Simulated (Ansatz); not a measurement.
The reference is HfSi$_{2}$ in the fluorite structure (space group Fm-3m, No. 225; a = 6.183 Å; a hypothetical phase, not in the database extracts checked).

Structures relaxed with Kohn–Sham DFT with the PBEsol functional, run in Ansatz (a first-principles code) with PAW and 420 eV plane waves, scalar-relativistic without spin-orbit coupling.

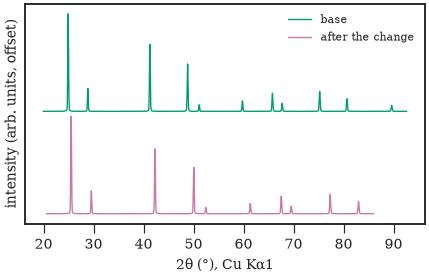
*Simulated powder patterns before (top) and after one change*

Task: Name the change that was made.
A) pressure 3 GPa
B) pressure −2 GPa
C) pressure 50 GPa
D) pressure 7 GPa

Result: D, pressure 7 GPa. Its volume per atom is 18.36 Å³ against 19.70 Å³, and its space group is Fm-3m (No. 225).

Load acts through the strain it causes; cell and atoms are relaxed under it. Stability against distortions was not tested. Competing high-pressure phases were not computed. All final runs are without spin polarisation. HfSi2 has a high density of states at the Fermi level and may be magnetic at this level.
